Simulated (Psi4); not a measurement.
# InSiH3OF (SMILES [F][In][O][SiH3]): a chain of runs

Wanted: a geometry optimisation (UB3LYP-D3(BJ)/def2-SVP), then vibrational wavenumbers of InSiH3OF. Input form: a Python script.

The calculation is run with Psi4 1.11.

## Step 1: The system as given

InSiH3OF has 7 atoms, charge 0, and is taken as a doublet. As SMILES, `[F][In][O][SiH3]`. The coordinates come from a PBE0-D4/def2-TZVP relaxation. This is one conformer, not always the lowest. The run starts from this shape.

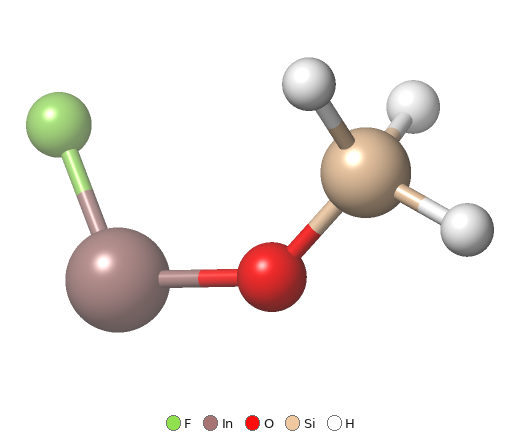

Viewed from a chosen angle; fluorine green, indium brown, oxygen red, silicon light orange, hydrogen white.

## Step 2: A structure relaxation at UB3LYP-D3(BJ)/def2-SVP (density fitting, core potential) (run 1)

calc.py

```python
import psi4

psi4.set_memory(1600000000)
psi4.set_num_threads(1)
psi4.core.set_output_file('psi4.out', False)

molecule = psi4.geometry("""
0 2
F     -0.25227844    -4.62510469     3.44043538
In    -1.43845953    -4.24886022    -0.05329028
O     -0.89837580    -0.87248655    -1.60456645
Si     0.35300084     1.79278317    -0.65422318
H      0.14343021     3.66039950    -2.74520514
H     -0.97925608     2.81342425     1.60721207
H      3.07174982     1.47965556     0.00963760
units bohr
""")

psi4.set_options({
    'basis': 'def2-SVP',
    'reference': 'uks',
    'geom_maxiter': 60,
})

energy_value, wavefunction = psi4.optimize('B3LYP-D3BJ', molecule=molecule, return_wfn=True)
print('E =', round(energy_value, 9))
print(molecule.to_string(dtype='xyz', units='Angstrom'))
```

The run is started by

```bash
$ python calc.py
```

psi4.out:

```text
[...]
    !!!  WARNING: ECP capability is in beta. Please check occupations closely.  !!!
[...]
  Running in c1 symmetry.
[...]
  Nuclear repulsion =  238.198590852315732
[...]
  Multiplicity = 2
[...]
  Nalpha       = 28
  Nbeta        = 27
[...]
    Number of basis functions: 87
[...]
   @DF-UKS iter   1:  -656.03501650187684   -1.13806e+00   1.08297e-02 ADIIS/DIIS
[...]
    !!!  WARNING: ECP capability is in beta. Please check occupations closely.  !!!
[...]
   @DF-UKS iter   8:  -656.40590969239111   -4.20641e-12   8.27843e-09 DIIS
[...]
   @S^2 Observed:                7.528115749E-01
[...]
    Orbital Energies [Eh]
    ---------------------
    Alpha Occupied:
       1A    -66.130283     2A    -24.629933     3A    -19.125748
       4A     -5.294779     5A     -4.704222     6A     -3.658096
       7A     -3.655974     8A     -3.655967     9A     -3.111636
      10A     -3.106190    11A     -3.102288    12A     -1.082745
      13A     -0.942991    14A     -0.797723    15A     -0.797346
      16A     -0.794984    17A     -0.790256    18A     -0.786211
      19A     -0.528909    20A     -0.448366    21A     -0.402227
      22A     -0.372798    23A     -0.372278    24A     -0.360530
      25A     -0.359128    26A     -0.304591    27A     -0.297359
      28A     -0.263874
    Alpha Virtual:
[...]
  @DF-UKS Final Energy:  -656.40590969239111
   => Energetics <=
    Nuclear Repulsion Energy =            234.4078952888106642
    One-Electron Energy =               -1448.8926975773656523
    Two-Electron Energy =                 604.9565077127546147
    DFT Exchange-Correlation Energy =     -46.8685242823159314
    Empirical Dispersion Energy =          -0.0090908342749805
    VV10 Nonlocal Energy =                  0.0000000000000000
    Total Energy =                       -656.4059096923911056
[...]
 Multipole Moments:
 ------------------------------------------------------------------------------------
     Multipole            Electronic (a.u.)      Nuclear  (a.u.)        Total (a.u.)
 ------------------------------------------------------------------------------------
 L = 1.  Multiply by 2.5417464519 to convert [e a0] to [Debye]
 Dipole X            :        -20.5280447           20.0703954           -0.4576493
 Dipole Y            :        -58.2256408           57.5836353           -0.6420055
 Dipole Z            :         -2.7387272            2.0984603           -0.6402669
 Magnitude           :                                                    1.0156552
[...]
  -Total Gradient:
     Atom            X                  Y                   Z
    ------   -----------------  -----------------  -----------------
       1        0.000038350959     0.000007002569     0.000099096126
       2        0.000016114947    -0.000036601863     0.000080712441
       3        0.000001459073    -0.000081017230     0.000058858389
       4       -0.000008759980    -0.000002382377    -0.000011227644
       5       -0.000039183229    -0.000086559130    -0.000021637670
       6       -0.000012647800    -0.000032271100    -0.000004988313
       7       -0.000012669382    -0.000032841959    -0.000008021503
[...]
    Final optimized geometry and variables:
    Molecular point group: c1
    Full point group: C1
    Geometry (in Bohr), charge = 0, multiplicity = 2:
    F            0.696297841412    -1.781496352398     3.410663424198
    IN          -0.489518134511    -1.321552636942    -0.124461833262
    O            0.049992930695     2.111277735305    -1.730715469329
    SI           1.323276654428     4.816113860820    -0.762963087393
    H            1.116618501893     6.687109403921    -2.863156585997
    H           -0.011810874189     5.855137889427     1.501602401916
    H            4.052971454722     4.511644598912    -0.095050811470
[...]
```

The script printed:

```text
Some dependencies such as QCElemental have not yet finished migration to pydantic v2. If issues are encountered please downgrade pydantic or upgrade QCElemental as appropriate
	Previous geometry is closer to target in internal coordinates, so using that one.

	Best geometry has RMS(Delta(q)) = 3.40e-07

	Previous geometry is closer to target in internal coordinates, so using that one.

	Best geometry has RMS(Delta(q)) = 5.53e-08

	Previous geometry is closer to target in internal coordinates, so using that one.

	Best geometry has RMS(Delta(q)) = 4.30e-09

Optimizer: Optimization complete!
E = -656.405909692
7
0 2 FH3InOSi
F                     0.368464949514    -0.942727270581     1.804845357351
In                   -0.259041840993    -0.699335538170    -0.065862365761
O                     0.026455119619     1.117240062918    -0.915855184523
Si                    0.700247848935     2.548577699138    -0.403742678431
H                     0.590889064214     3.538665901812    -1.515117215889
H                    -0.006250045459     3.098405536415     0.794613770581
H                     2.144740129335     2.387459504387    -0.050298723286
```

Wall time 1.8 min (1 thread of Intel Xeon Platinum 8259CL at 2.50GHz (Skylake/Cascade Lake), shared host); peak memory 0.63 GiB.

The path in brief:

| step | energy from the first frame kept (eV) | largest force (eV/Å) |
| --- | --- | --- |
| 0 | 0.0000 | 0.6959 |
| 1 | -0.0298 | 0.2421 |
| 2 | -0.0314 | 0.0747 |
| 3 | -0.0317 | 0.0275 |
| 4 | -0.0319 | 0.0313 |
| 5 | -0.0320 | 0.0154 |
| 6 | -0.0320 | 0.0055 |

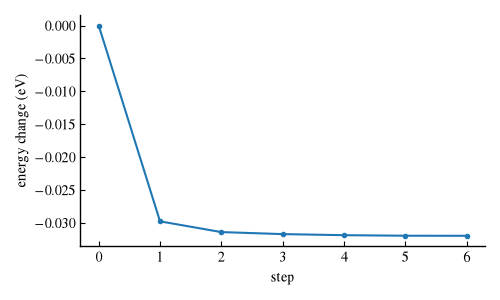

Energy along the run.

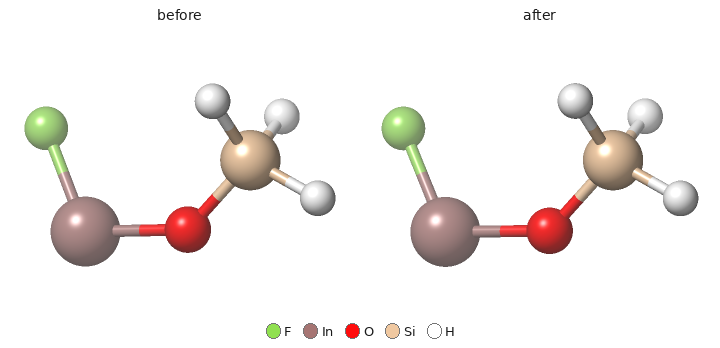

Before and after, at one scale.

After the run. Bond lengths: F1–In2 1.988 Å, In2–O3 2.026 Å, O3–Si4 1.663 Å, Si4–H5 1.492 Å, Si4–H6 1.496 Å, Si4–H7 1.496 Å. Angles: F1–In2–O3 117.4°, In2–O3–Si4 134.4°, O3–Si4–H5 108.2°, O3–Si4–H6 111.8°, O3–Si4–H7 111.8°, H5–Si4–H6 108.5°, H5–Si4–H7 108.6°, H6–Si4–H7 107.8°.

## Step 3: Vibrational wavenumbers at UB3LYP-D3(BJ)/def2-SVP (density fitting, core potential) (run 2)

calc.py

```python
import psi4

psi4.set_memory(1600000000)
psi4.set_num_threads(1)
psi4.core.set_output_file('run.log', False)

geom = psi4.geometry("""
0 2
F     -0.135613    -2.498579     1.846192
In    -0.763120    -2.255187    -0.024516
O     -0.477623    -0.438612    -0.874508
Si     0.196170     0.992726    -0.362396
H      0.086811     1.982814    -1.473770
H     -0.510328     1.542554     0.835961
H      1.640662     0.831608    -0.008952
""")

psi4.set_options({
    'basis': 'def2-SVP',
    'reference': 'uks',
    't': 500.0,
    'rotational_symmetry_number': 1,
})

e, wfn = psi4.frequencies("B3LYP-D3BJ", molecule=geom, return_wfn=True)
print('E =', round(e, 9))
print('wavenumbers / cm^-1:', wfn.frequencies().np.round(1))
for k, v in sorted(psi4.core.scalar_variables().items()):
    print(f'{k:45s} {v:18.10f}')
```

The run is started by

```bash
$ python calc.py
```

run.log:

```text
[...]
    !!!  WARNING: ECP capability is in beta. Please check occupations closely.  !!!
[...]
  Running in c1 symmetry.
[...]
  Nuclear repulsion =  234.407904448737185
[...]
  Multiplicity = 2
[...]
  Nalpha       = 28
  Nbeta        = 27
[...]
    Number of basis functions: 87
[...]
   @DF-UKS iter   1:  -656.03767573157859   -1.19536e+00   1.07620e-02 ADIIS/DIIS
[...]
   @DF-UKS iter  14:  -656.40590879197623   -3.06954e-12   8.31679e-09 DIIS
[...]
   @S^2 Observed:                7.528115306E-01
[...]
    Orbital Energies [Eh]
    ---------------------
    Alpha Occupied:
       1A    -66.130362     2A    -24.629936     3A    -19.125756
       4A     -5.294834     5A     -4.704227     6A     -3.658153
       7A     -3.656030     8A     -3.656024     9A     -3.111640
      10A     -3.106195    11A     -3.102293    12A     -1.082748
      13A     -0.942999    14A     -0.797727    15A     -0.797351
      16A     -0.794989    17A     -0.790260    18A     -0.786216
      19A     -0.528878    20A     -0.448352    21A     -0.402219
      22A     -0.372801    23A     -0.372269    24A     -0.360530
      25A     -0.359127    26A     -0.304577    27A     -0.297350
      28A     -0.263878
    Alpha Virtual:
[...]
  @DF-UKS Final Energy:  -656.40590879197623
   => Energetics <=
    Nuclear Repulsion Energy =            234.4034773904336646
    One-Electron Energy =               -1448.8834241657718849
    Two-Electron Energy =                 604.9514453335515327
    DFT Exchange-Correlation Energy =     -46.8683167632332101
    Empirical Dispersion Energy =          -0.0090905869563061
    VV10 Nonlocal Energy =                  0.0000000000000000
    Total Energy =                       -656.4059087919762305
[...]
 Multipole Moments:
 ------------------------------------------------------------------------------------
     Multipole            Electronic (a.u.)      Nuclear  (a.u.)        Total (a.u.)
 ------------------------------------------------------------------------------------
 L = 1.  Multiply by 2.5417464519 to convert [e a0] to [Debye]
 Dipole X            :        -20.5278856           20.0704006           -0.4574850
 Dipole Y            :        -58.2258082           57.5836269           -0.6421813
 Dipole Z            :         -2.7389082            2.0984728           -0.6404353
 Magnitude           :                                                    1.0157986
[...]
  -Total Gradient:
     Atom            X                  Y                   Z
    ------   -----------------  -----------------  -----------------
       1        0.000038097631     0.000007159432     0.000100230893
       2        0.000017043179    -0.000035246382     0.000078670780
       3        0.000023422467    -0.000095752637     0.000045947185
       4        0.000283508052    -0.000151773023    -0.000293855834
       5        0.000018403039    -0.000106591504    -0.000047137150
       6       -0.000257285025     0.000138511737     0.000409835858
       7       -0.000141322993    -0.000020662307    -0.000100542850
[...]
  ==> Harmonic Vibrational Analysis <==
[...]
  Freq [cm^-1]                 29.6952             48.0358             51.6588
[...]
  IR activ [km/mol]             2.5824              4.0684              5.1038
[...]
  Freq [cm^-1]                 143.5650            414.0096            557.1105
[...]
  IR activ [km/mol]            16.4730             11.3907             45.0624
[...]
  Freq [cm^-1]                 718.6127            723.1270            931.9131
[...]
  IR activ [km/mol]            43.1162             51.7002             408.3293
[...]
  Freq [cm^-1]                 950.9164            960.1644           1007.7870
[...]
  IR activ [km/mol]            86.5393             97.7271             334.0842
[...]
  Freq [cm^-1]                2194.3105           2199.1326           2215.8524
[...]
  IR activ [km/mol]            173.6932            120.5168            130.5239
[...]
  Total E_0, Enthalpy at 0 [K]                                                         -656.37596115 [Eh]
[...]
  Total H, Enthalpy at  500.00 [K]                                                     -656.36025253 [Eh]
[...]
  Total G, Gibbs energy at  500.00 [K]                                                 -656.44292581 [Eh]
[...]
```

The script printed:

```text
Warning: used thermodynamics relations inappropriate for low-frequency modes: ['29.6952' '48.0358' '51.6588' '143.5650' '414.0096' '557.1105']
E = -656.405909692
wavenumbers / cm^-1: [  29.7   48.    51.7  143.6  414.   557.1  718.6  723.1  931.9  950.9
  960.2 1007.8 2194.3 2199.1 2215.9]
B3LYP-D3(BJ) DISPERSION CORRECTION ENERGY          -0.0090908344
CURRENT ENERGY                                   -656.4059096922
CURRENT REFERENCE ENERGY                         -656.4059096922
DD SOLVATION ENERGY                                 0.0000000000
DFT FUNCTIONAL TOTAL ENERGY                      -656.3968188578
DFT TOTAL ENERGY                                 -656.4059096922
DFT VV10 ENERGY                                     0.0000000000
DFT XC ENERGY                                     -46.8685238316
DISPERSION CORRECTION ENERGY                       -0.0090908344
ENTHALPY                                         -656.3602525305
ENTHALPY CORRECTION                                 0.0456571617
FINDIF NUMBER                                      37.0000000000
GIBBS FREE ENERGY                                -656.4429258052
GIBBS FREE ENERGY CORRECTION                       -0.0370161130
GRID ELECTRONS ALPHA                               28.0000026090
GRID ELECTRONS BETA                                27.0000037057
GRID ELECTRONS TOTAL                               55.0000063147
NUCLEAR REPULSION ENERGY                          431.7796717030
ONE-ELECTRON ENERGY                             -1448.8927113948
PCM POLARIZATION ENERGY                             0.0000000000
PE ENERGY                                           0.0000000000
SCF ITERATION ENERGY                             -656.4059096922
SCF ITERATIONS                                     14.0000000000
SCF TOTAL ENERGY                                 -656.4059096922
THERMAL ENERGY                                   -656.3618359358
THERMAL ENERGY CORRECTION                           0.0440737565
TWO-ELECTRON ENERGY                               604.9565119199
ZERO K ENTHALPY                                  -656.3759611490
ZPVE                                                0.0299485432
```

It took 11 min on 1 thread of Intel Xeon Platinum 8259CL at 2.50GHz (Skylake/Cascade Lake), shared host; peak memory 0.6 GiB.

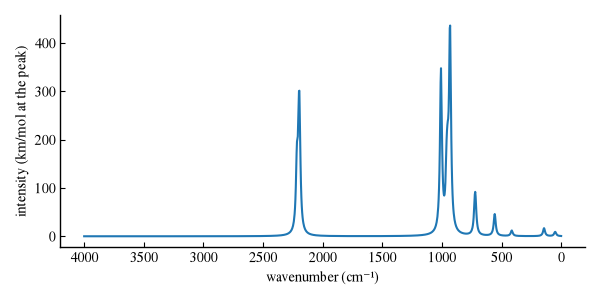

Harmonic infrared spectrum, unscaled, lines broadened by 10 cm⁻¹.

## Step 4: Outcome

| quantity | value |
| --- | --- |
| run 1, UB3LYP-D3(BJ)/def2-SVP: total energy at the end | -656.40591 Eh |
| run 1, UB3LYP-D3(BJ)/def2-SVP: dipole moment | 2.58 D |
| run 1, UB3LYP-D3(BJ)/def2-SVP: HOMO energy (highest over α and β) | -7.18 eV |
| run 1, UB3LYP-D3(BJ)/def2-SVP: LUMO energy (lowest over α and β) | -4.87 eV |
| run 1, UB3LYP-D3(BJ)/def2-SVP: dispersion energy | -23.87 kJ/mol |
| run 1, UB3LYP-D3(BJ)/def2-SVP: ⟨S²⟩ | 0.753 |
| run 2, UB3LYP-D3(BJ)/def2-SVP: lowest harmonic wavenumber | 30 cm⁻¹ |
| run 2, UB3LYP-D3(BJ)/def2-SVP: highest harmonic wavenumber | 2216 cm⁻¹ |
| run 2, UB3LYP-D3(BJ)/def2-SVP: zero-point energy | 78.6 kJ/mol |
| run 2, UB3LYP-D3(BJ)/def2-SVP: ideal-gas entropy at 500 K (symmetry number 1 as used) | 103.8 cal/(mol K) |

The optimisation (run 1, UB3LYP-D3(BJ)/def2-SVP) took 7 steps and changed the energy by -0.032 eV. All 15 modes (run 2, UB3LYP-D3(BJ)/def2-SVP) are real, though the softest (30 cm⁻¹) is within numerical noise.
